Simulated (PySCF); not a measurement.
C$_{3}$H$_{6}$O$_{2}$Si

Input file:

```
{"job": {"kind": "uv", "xc": "CAM-B3LYP", "basis": "def2-SVPD", "nstates": 8, "ntriplets": 3}, "charge": 0, "multiplicity": 1}
C      1.345805    -0.760521     0.082228
C      1.493541     0.532137    -0.183838
O      0.470620     1.438738    -0.232947
Si    -1.045851     1.022303     0.196976
C     -1.029375    -0.865825    -0.110365
O      0.198049    -1.435052     0.347720
H      2.205432    -1.410840     0.141208
H      2.459575     0.964456    -0.385565
H     -1.265779     1.269823     1.619651
H     -1.890018     1.748177    -0.736524
H     -1.806024    -1.419015     0.416229
H     -1.134777    -1.085067    -1.180800
```

Command:

```sh
OMP_NUM_THREADS=1 python probes_run.py task.json out
```

Geometry: GFN2-xTB.

All numbers below come from CAM-B3LYP/def2-SVPD, SCF density, gas phase (PySCF).

> What can the converged electron density and electron localisation function tell about the bonding?

C–C (1.33 Å): ρ at the midpoint is about 2.3 e/Å³; the ELF peaks at about 0.95 between the atoms; a multiple bond.
C–O (1.36 Å): the density is about 2.3 e/Å³ at the midpoint, with its minimum of 1.9 e/Å³ about 0.5 Å from C; the ELF peaks at about 0.90 between the atoms; a polar covalent bond.
Si–O (1.63 Å): ρ at the midpoint is about 1.2 e/Å³; the ELF peaks at about 0.90 between the atoms (a shared but strongly polarised pair).
C–H (1.08 Å): the density is about 2.1 e/Å³ at the midpoint; the ELF climbs to about 1 towards the hydrogen, as it does in any bond to H (an ordinary covalent bond to hydrogen).

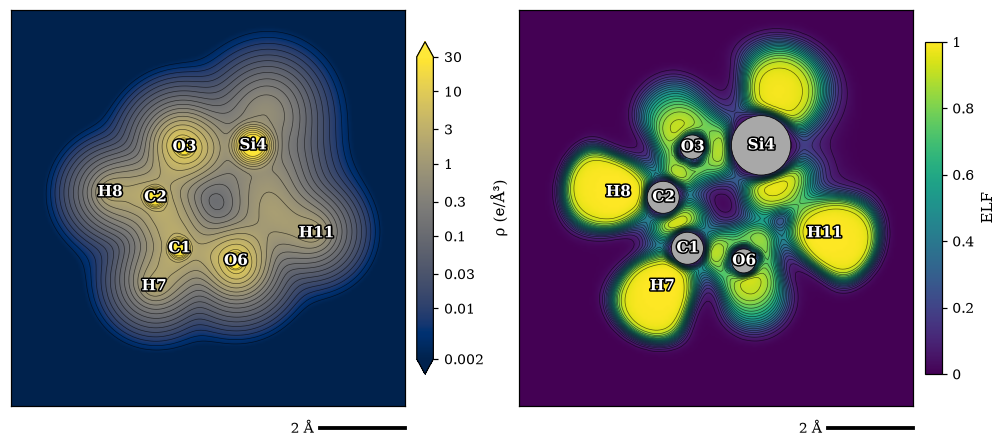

Computed electron density and electron localisation function on the plane of atoms O3, C2 and H8, in this order. Grey discs cover the atomic cores in the ELF map. 
